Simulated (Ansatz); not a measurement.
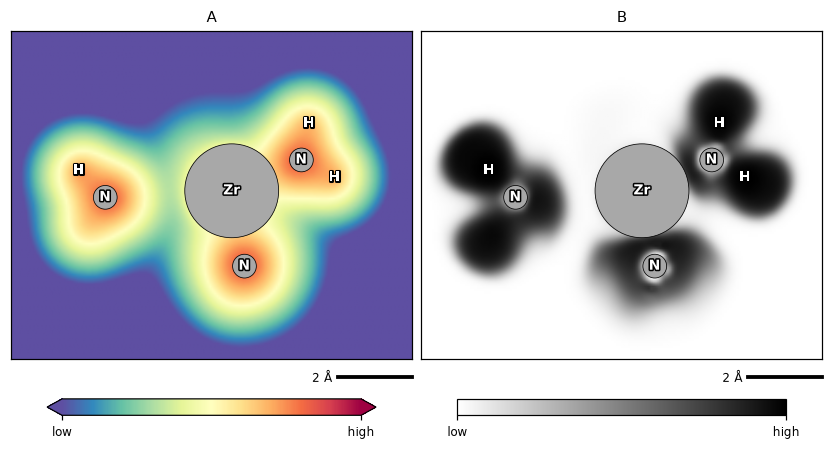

FH6N3Zr···NH3: 2 fields on the plane of atoms N8, Zr1 and N11, with unlabelled colour scales. Grey discs cover the atomic cores.

Core potentials replace the inner electrons of Zr; not at a stationary point (largest force 0.5 eV/Å).

Level of theory: Ansatz, RKS PBE/def2-SVP.

> Which field does each panel show? The fields are: electron density and electron localisation function.

Panel A: electron density. Panel B: electron localisation function. From the grid: Zr–N (2.05 Å): ρ is about 0.79 e/Å³ halfway; the ELF peaks at about 0.90 in the valence shell of N, 0.6 Å from its nucleus, and is about 0.25 at the midpoint. N–H (1.03 Å): ρ is about 2.7 e/Å³ halfway; the ELF climbs to about 1 towards the hydrogen, as it does in any bond to H: a covalent bond by its length.
